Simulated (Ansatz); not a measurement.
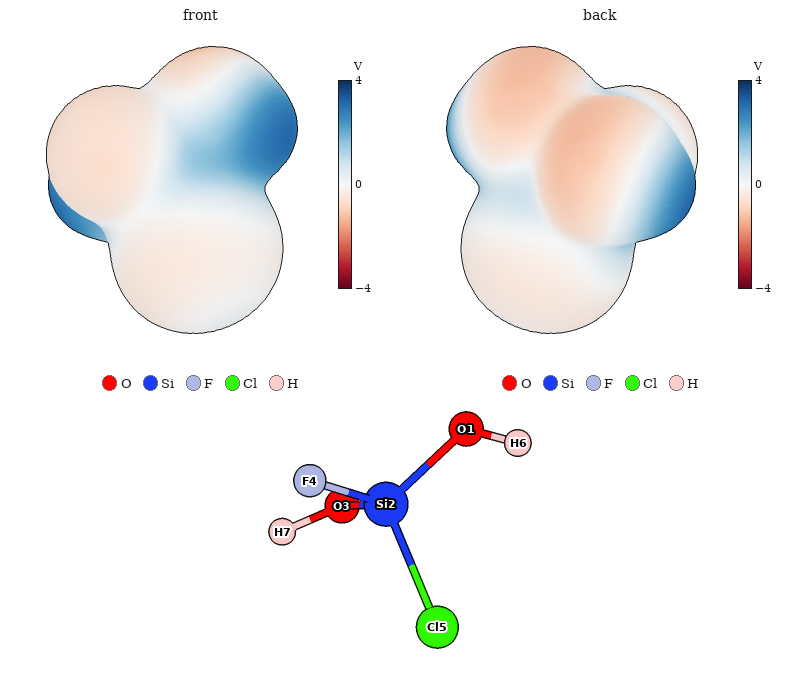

*ClFH$_{2}$O$_{2}$Si (SMILES O[Si](O)(F)Cl). The electrostatic potential painted on the density surface at 0.002 e/bohr³, seen from the front and from behind; red is negative and blue positive. The bare structure is drawn below in the same view.*

The calculation used RKS PBE/6-31G* in Ansatz.

```
atom    x (Å)    y (Å)    z (Å)
   O  -0.6742  -0.1740   1.4016
  Si   0.0738   0.1319  -0.0289
   O   0.7786  -1.2790  -0.4942
   F   1.1919   1.2881   0.0991
  Cl  -1.2983   0.8353  -1.4105
   H  -1.5036   0.3203   1.5400
   H   1.4930  -1.1906  -1.1526
```

Where is the surface potential most negative and most positive?

The most negative region (about −1.2 V) lies over O1 and O3, the most positive (about +3.1 V) over H6 and H7.
